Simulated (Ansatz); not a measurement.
System: C2H5SSi (charge +1).

```csv
atom,x (Å),y (Å),z (Å)
C,0.6159,0.8045,-0.3778
Si,-0.7000,-0.2728,0.2392
C,0.9981,-0.7292,-0.1547
S,-2.5632,-0.7794,0.9027
H,0.5883,1.1627,-1.4167
H,1.0831,1.5340,0.2988
H,1.2163,-1.3153,-1.0586
H,1.7117,-0.9414,0.6542
H,-3.0611,0.4808,0.7814
```

Computed with Ansatz 0.2.0, RKS PBE0/def2-SVP.

### What will maps of the electron density and electron localisation function show?

C–C (1.60 Å): ρ is about 1.4 e/Å³ halfway; the ELF peaks at about 0.95 between the atoms: a shared electron pair.
C–Si (1.80 Å): ρ is about 0.96 e/Å³ halfway; the ELF peaks at about 0.85 between the atoms (localised, covalent bonding).
Si–S (2.04 Å): ρ at the midpoint is about 0.94 e/Å³; the ELF peaks at about 0.90 between the atoms (a covalent bond).
S–H (1.36 Å): ρ at the midpoint is about 1.5 e/Å³; the ELF climbs to about 1 towards the hydrogen, as it does in any bond to H.

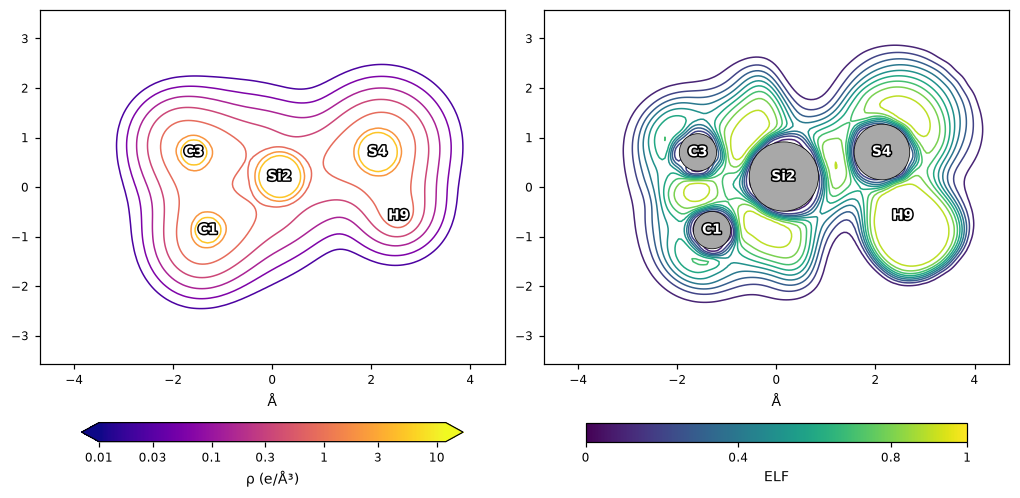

Computed electron density and electron localisation function on the plane of atoms C1, Si2 and S4, in this order. Grey discs cover the atomic cores in the ELF map. 
